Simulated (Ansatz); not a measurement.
Au₂Si (quintet)

```xyz
3

Au   -0.7880    1.0033   -1.9468
Au    0.7858   -1.0023    1.9483
Si    0.0022   -0.0011   -0.0014
```

Geometry: PBE-D4/def2-TZVP; core potentials replace the inner electrons of Au.

Level of theory: Ansatz 0.2.0, UKS PBE0-D4/def2-TZVP.

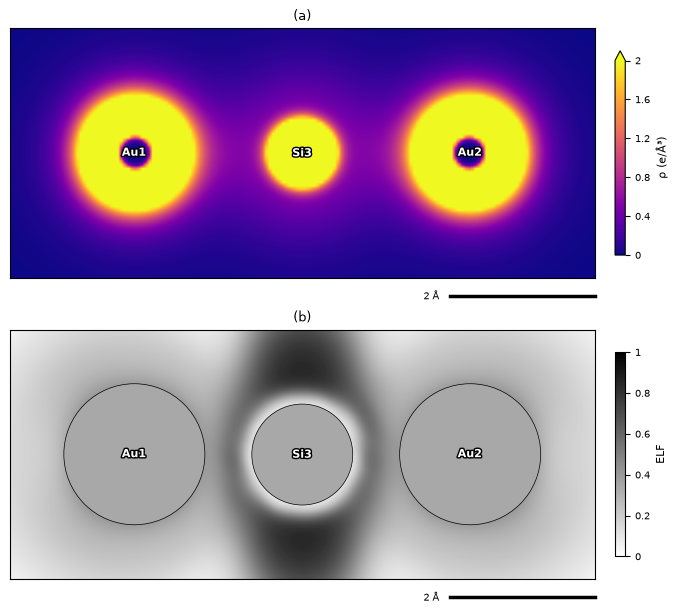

Figure 1. (a) electron density; (b) ELF on a plane that holds the molecular axis. Grey discs cover the atomic cores in the ELF map.

> Interpret the plot.

- The plane passes through Au and Si nuclei.
- Si–Au (2.33 Å): the density is about 0.66 e/Å³ at the midpoint, with its minimum of 0.53 e/Å³ about 0.9 Å from Si; the ELF peaks at about 0.55 in the valence shell of Si, 1.0 Å from its nucleus, and is about 0.45 at the midpoint.

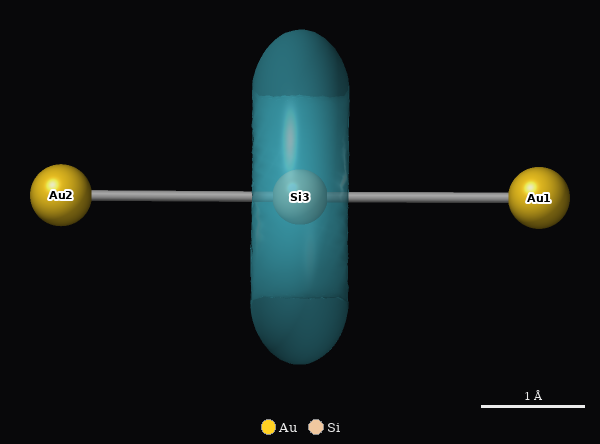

Figure 2. Isosurface of the ELF at 0.75 (cyan), seen from one side. Only the valence region is drawn (cores and ρ < 0.01 e/Å³ removed).

> Identify the bonds, lone pairs and shells in this picture.

At this value the surface marks out one region wrapped around Si (its valence shell).

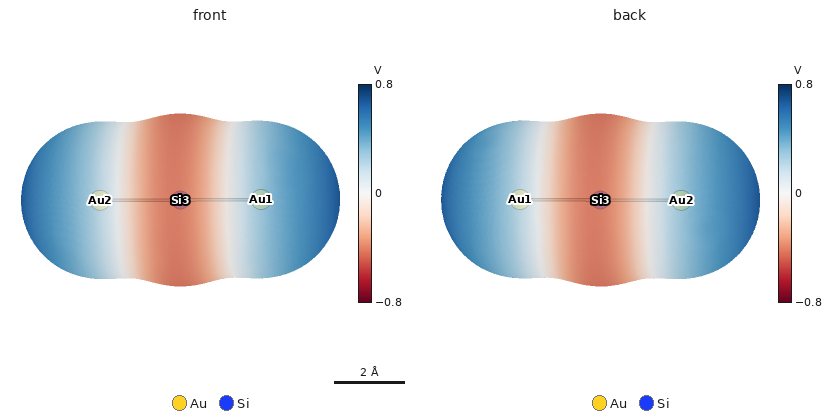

Figure 3. The molecular electrostatic potential painted on the density surface at 0.001 e/bohr³, seen from the front and from behind; the colour scale runs from red (negative) to blue (positive).

> Which sites attract a positive test charge, and which a negative one?

A positive charge is drawn to the negative regions and a negative charge to the positive ones. The most negative region (about −0.4 V) lies over Si3, the most positive (about +0.7 V) over Au1 and Au2.
